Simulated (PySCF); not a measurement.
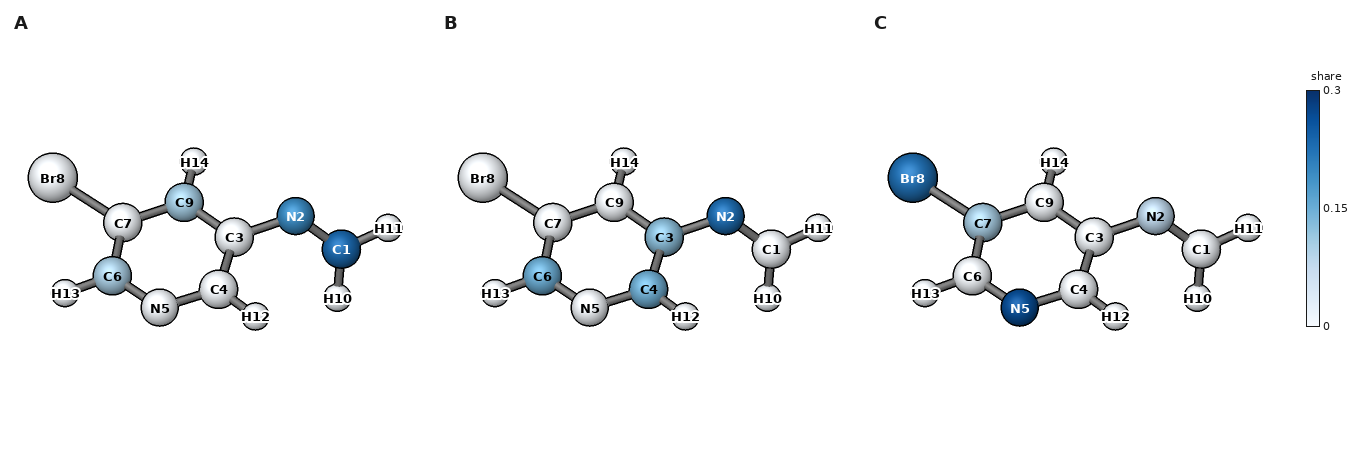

Each panel colours the atoms by their Löwdin share in one orbital (up to four of the largest shares; other atoms are shown as zero). The computed structure is the end point of a GFN2-xTB optimisation. No frequency run is at hand to confirm it as a minimum. Method: ωB97X-D/def2-SVPD (PySCF 2.14.0).

The panels show the HOMO−1, HOMO, LUMO, in some order. Which is which?

Answer. A: LUMO, 0.08 eV; C1 0.23, N2 0.20, C9 0.11, C6 0.10
B: HOMO, −8.81 eV; N2 0.23, C6 0.15, C4 0.14, C3 0.12
C: HOMO−1, −9.45 eV; N5 0.27, Br8 0.23, C7 0.10, N2 0.08

The geometry is semi-empirical. Around Br such bond lengths and angles can be off by a tenth of an ångström or more and by several degrees, and values that hang on the shape move with them.
